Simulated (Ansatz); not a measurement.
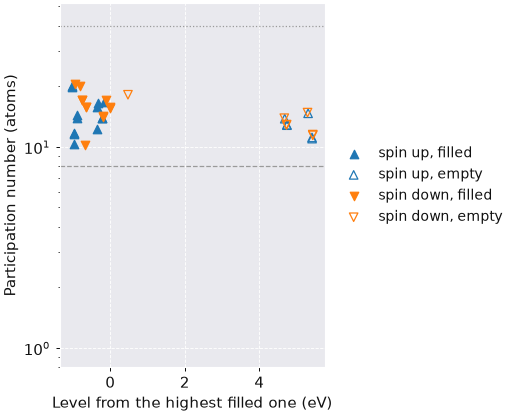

Levels near the gap of a 40-atom cell against the number of atoms over which each spreads (dotted: all atoms; dashed: a fifth of them). Host KTaO₃ with Sn on a site of Ta.

Calculation on K₈SnTa₇O₂₄ (defect cell), 40 atoms in the cell.

Method: DFT, HSE06, PAW, plane waves, one k point, (0.25, 0.25, 0.25), 420 eV cutoff (Ansatz 0.2.0).

Q: Which of these levels are localised (under the dashed line)?

A: No level is localised: every one shown spreads over more than a fifth of the cell's atoms.

Q: What is the spin state?

A: The cell's moment is 1.0 μB.

One k point in a finite cell, so levels carry errors of tenths of an eV.
